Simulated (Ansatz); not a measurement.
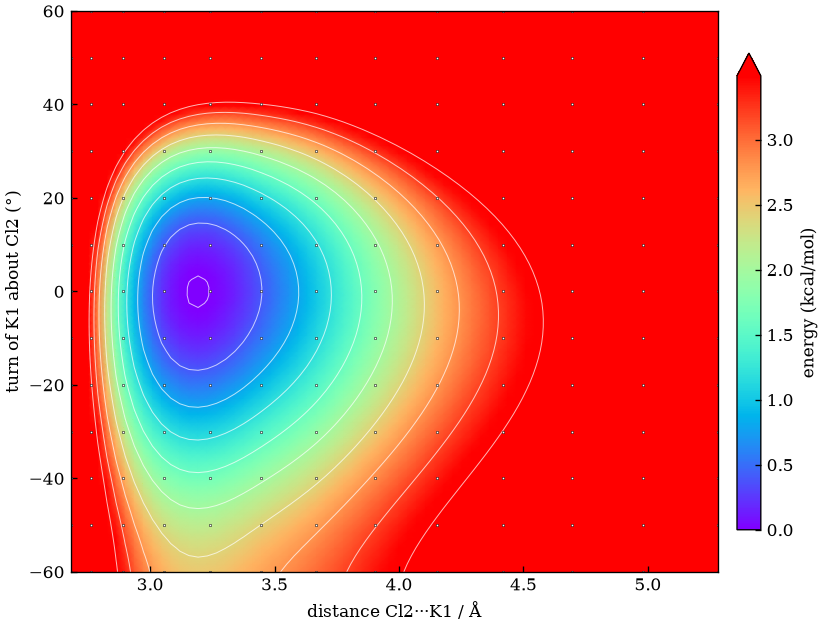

ClHK, charge +1. The turn is about an axis along (0.88, 0.47, 0.00) in the frame of the relaxed pair, normal to the line between the partners. The first coordinate is: distance Cl2···K1; the second: turn of K1 about Cl2. The scan uses a 13 × 13 grid. Points are written as (first, second). All energies are given in kcal/mol relative to the lowest grid point. Level of theory: RKS r2SCAN0-D4/def2-TZVPD in Ansatz.

In the figure: a smooth colour map with a few white contour lines, dots at the grid points, one colour for all values above the top of the scale. Between grid points the surface is interpolated.

Q: Estimate the position of the minimum and the force constants in these coordinates.

A: The interpolated minimum is at distance Cl2···K1 ≈ 3.190 Å, turn of K1 about Cl2 ≈ 0°. The curvatures there are about 0.85 eV/Å² and 0.5 eV/rad², with a cross term of about −0.03 eV/(Å·rad). Round the minimum the two coordinates are nearly uncoupled. (1 eV is 23.1 kcal/mol.)
